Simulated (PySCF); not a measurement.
```xyz
9
charge 0, multiplicity 1
N     0.8907   -0.1783   -1.1285
C     0.0532    0.6871   -0.6169
O     0.0016    1.8408   -0.9298
C    -0.8920    0.0423    0.4622
F    -1.6659    0.9002    1.0889
F    -0.1470   -0.6202    1.2798
F    -1.6582   -0.9035   -0.0930
H     1.4134   -0.0016   -1.9910
H     0.9934   -1.1025   -0.8987
```

Geometry: a frame of a GFN2-xTB molecular-dynamics simulation, not a minimum.

Work out the structure from the coordinates.

Formula C2H2F3NO. As SMILES it reads `NC(=O)C(F)(F)F`. It has no ring. Among its groups: amide, C–F bond. Coordination: 1 N trigonal planar; 1 C trigonal planar; 1 C tetrahedral.

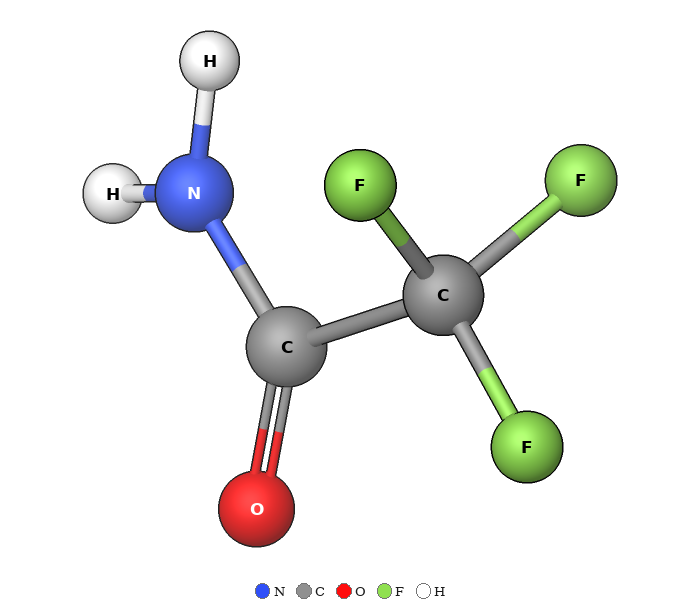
